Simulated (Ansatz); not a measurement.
```cif
data_structure
_symmetry_space_group_name_H-M 'P 1'
_symmetry_Int_Tables_number 1
_cell_length_a 5.1725
_cell_length_b 5.1725
_cell_length_c 7.1326
_cell_angle_alpha 90.000
_cell_angle_beta 90.000
_cell_angle_gamma 90.000
_cell_volume 190.83
loop_
_atom_site_label
_atom_site_type_symbol
_atom_site_fract_x
_atom_site_fract_y
_atom_site_fract_z
_atom_site_occupancy
W1 W 0.00000 0.00000 0.33857 1
W2 W 0.50000 0.50000 0.83857 1
W3 W 0.00000 0.00000 0.66143 1
W4 W 0.50000 0.50000 0.16143 1
Br1 Br 0.00000 0.50000 0.25000 1
Br2 Br 0.50000 0.00000 0.75000 1
Br3 Br 0.50000 0.00000 0.25000 1
Br4 Br 0.00000 0.50000 0.75000 1
F1 F 0.00000 0.00000 0.00000 1
F2 F 0.50000 0.50000 0.50000 1
```

Space group I4/mmm; a structure generated by program, which may or may not match a known phase; computed without spin polarisation.

Computed with Ansatz 0.2.0, DFT PBE, scalar-relativistic, plane waves, PAW.

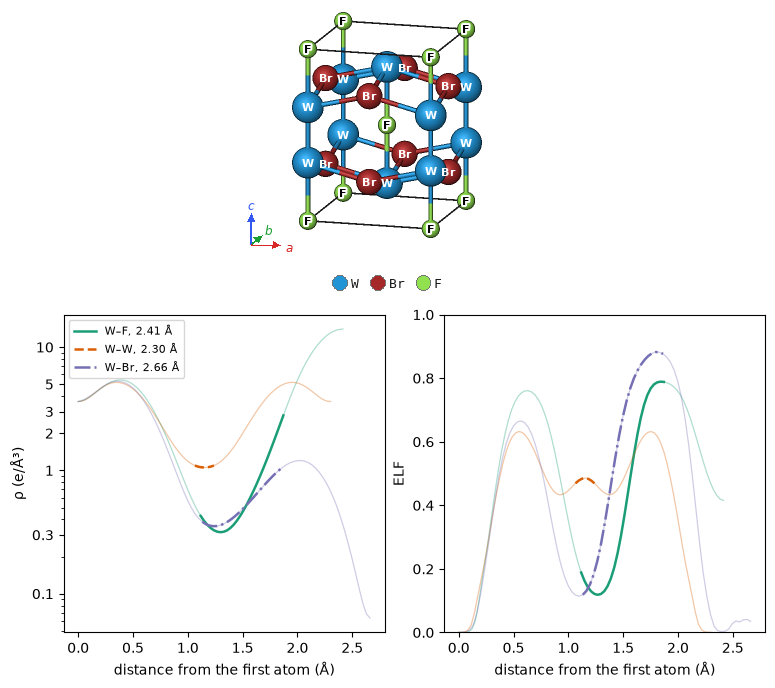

W2Br2F. Valence pseudo-density and ELF along straight lines between neighbouring atoms. Thin, pale parts lie inside the atomic spheres. The structure is drawn too.

The density is the valence pseudo-density of a PAW calculation; it isn't the true density close to the nuclei.

What can be read from the curves?

W–F (2.41 Å): ρ is about 0.34 e/Å³ halfway; the ELF is about 0.15 at the midpoint (no shared electron pair shows on this line).
W–W (2.30 Å): ρ is about 1.1 e/Å³ halfway; the ELF is about 0.50 at the midpoint.
W–Br (2.66 Å): the density is about 0.37 e/Å³ at the midpoint; the ELF is about 0.35 at the midpoint.
